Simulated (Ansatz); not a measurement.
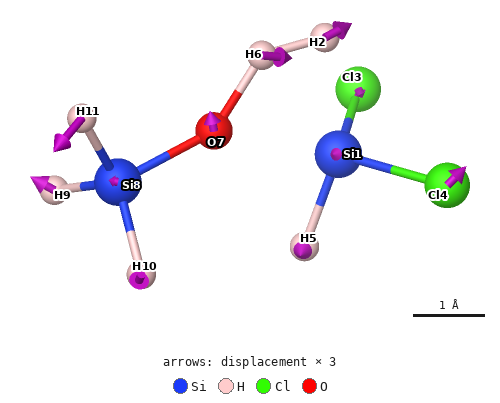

A constrained relaxation of Si₂H₆OCl₂. The starting structure is drawn; purple arrows show the displacements, 3 times their true length. The two geometries are superimposed by the best rigid fit.

The picture is a ball-and-stick view, seen at a tilt.

The reaction that was planned forms Si1–O7, H2–H6 and breaks Si1–H2, H6–O7 (atoms numbered from 1 in input order).

The calculation used RKS PBE0-D4/def2-SVP in Ansatz 0.2.0.

The input:
```yaml
crystal:
  periodic: [false, false, false]
  atoms:
    - {symbol: Si, position_ang: [-0.396000, -1.256700, -0.896600]}
    - {symbol: H, position_ang: [1.214300, -1.609100, -0.001100]}
    - {symbol: Cl, position_ang: [0.488700, -1.639000, -2.660500]}
    - {symbol: Cl, position_ang: [-1.302200, -2.712100, 0.147400]}
    - {symbol: H, position_ang: [-1.503600, -0.391500, -1.284800]}
    - {symbol: H, position_ang: [1.207900, -0.709100, 0.392100]}
    - {symbol: O, position_ang: [0.372900, 0.257000, 0.278400]}
    - {symbol: Si, position_ang: [0.034300, 1.728700, 0.878100]}
    - {symbol: H, position_ang: [0.223100, 2.720600, -0.179800]}
    - {symbol: H, position_ang: [-1.343400, 1.733500, 1.366200]}
    - {symbol: H, position_ang: [1.004000, 1.877800, 1.960700]}
basis:
  gaussian: {orbitals: def2-SVP}
hamiltonian: {xc: pbe0, dispersion: d4}
relax: {f_tol: 0.08, max_steps: 120, escape_saddle: false, constraints: [{distance: [0, 6]}, {distance: [1, 5]}, {distance: [0, 1]}, {distance: [5, 6]}]}
```

**What happened in the run?**

The largest move after the best rigid fit is that of H11, 0.25 Å. Largest moves by element: H 0.25 Å, Cl 0.13 Å, O 0.10 Å, Si 0.06 Å. Among the contacts that change: Si1–H6 2.129 → 1.949 Å, O7–Si8 1.625 → 1.680 Å, Si1–Cl4 2.007 → 2.055 Å, Si1–Cl3 2.010 → 2.055 Å. Bond angles that change, for instance: H6–O7–Si8 141.8° → 155.0°, Cl3–Si1–Cl4 121.1° → 116.2°, O7–Si8–H11 103.2° → 108.0°. The optimiser took 6 steps. The run took roughly 90 core-seconds on a shared host.
